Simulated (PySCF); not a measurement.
**C₄H₉FOSi₂ (SMILES C[C@H]1OC([SiH3])=C1[SiH2]F): density, localisation and related maps**

The calculation's input:

```
{"job": {"kind": "nmr", "xc": "PBE0", "basis": "pcSseg-1"}, "charge": 0, "multiplicity": 1}
C     -1.840396    -1.364469    -0.848287
C     -1.261806    -0.579708     0.308449
O     -0.267545    -1.316325     1.061403
C      0.651003    -0.331373     0.736647
Si     2.434500    -0.354372     1.318853
C     -0.189246     0.441124     0.005022
Si    -0.137786     2.016902    -0.957867
F      1.338425     2.639860    -0.778741
H     -2.386925    -2.227901    -0.476122
H     -2.513948    -0.727714    -1.416015
H     -1.040371    -1.708726    -1.499590
H     -2.047091    -0.227532     0.984043
H      3.077178     0.835327     0.770990
H      3.059990    -1.582650     0.821286
H      2.439730    -0.351955     2.784058
H     -1.040083     3.033371    -0.428086
H     -0.282627     1.818171    -2.395951
```

Launched as:

```sh
OMP_NUM_THREADS=1 python probes_run.py task.json out
```

Geometry: GFN2-xTB.

These are results of PBE0/pcSseg-1, SCF density, gas phase, non-relativistic in PySCF, not measurements.

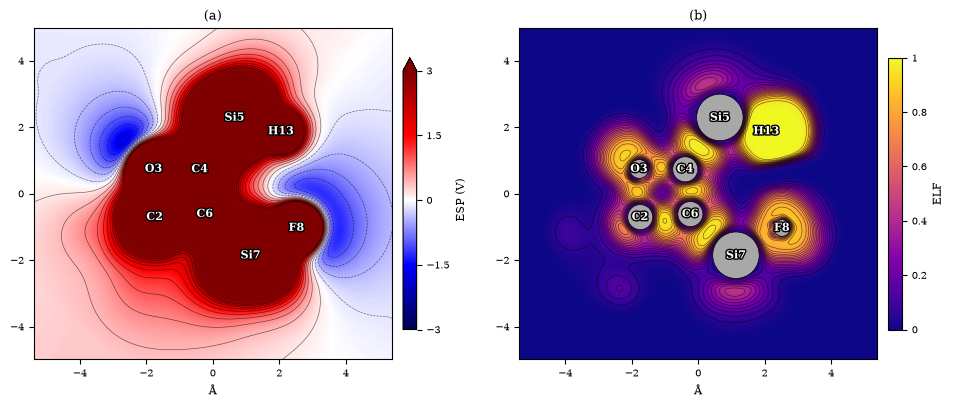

Figure 1. (a) molecular electrostatic potential; (b) electron localisation function on the plane of atoms C2, C6 and Si7. Grey discs cover the atomic cores in the ELF map.

Question: Interpret the plot.

Answer:
- The section cuts through C, O, Si, F and H sites.
- C–C (1.36 Å): the ELF peaks at about 0.90 between the atoms: a covalent bond.
- C–O (1.39 Å): the ELF peaks at about 0.90 between the atoms, as expected for a polar covalent bond.
- Si–F (1.61 Å): the ELF peaks at about 0.85 in the valence shell of F, 0.6 Å from its nucleus, and is about 0.50 at the midpoint.
- C–Si (1.85 Å): the ELF peaks at about 0.95 between the atoms; a covalent bond.
- C–O (1.45 Å): the ELF peaks at about 0.90 between the atoms; a shared but strongly polarised pair.
- The ELF also peaks beside F8 and O3, away from the bonds: lone-pair regions.
- Outside the dense part of the molecule the potential is most negative (−1.6 V) near O3.

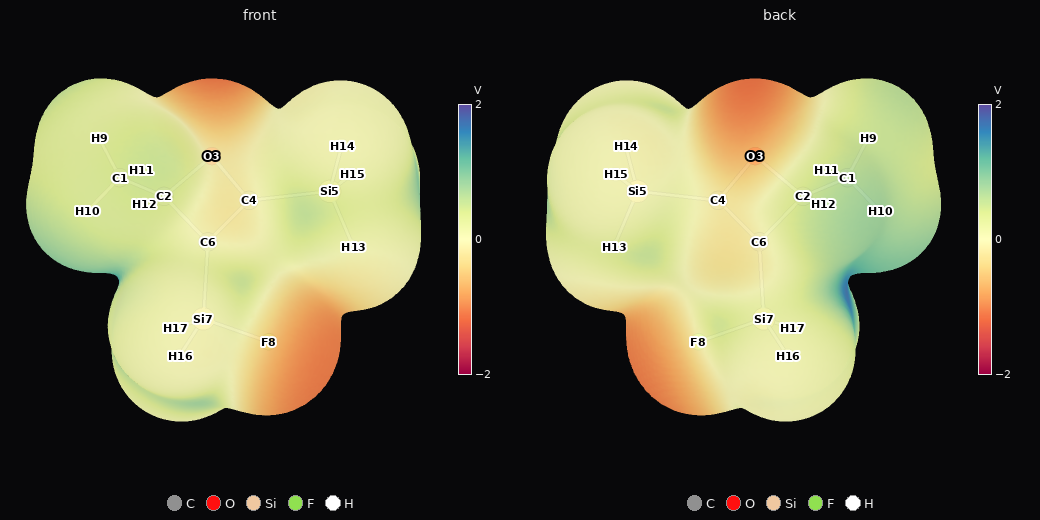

Figure 2. The electrostatic potential painted on the density surface at 0.001 e/bohr³, seen from the front and from behind; red is negative and blue positive.

Question: Where is the surface potential most negative and most positive?

Answer: The most negative region (about −1.1 V, or −25 kcal/mol for a unit charge) lies over O3 and F8, the most positive (about +1.6 V, or +37 kcal/mol for a unit charge) over Si7.

Question: How polar is the molecule by this calculation?

Answer: Its dipole moment is 1.86 D.
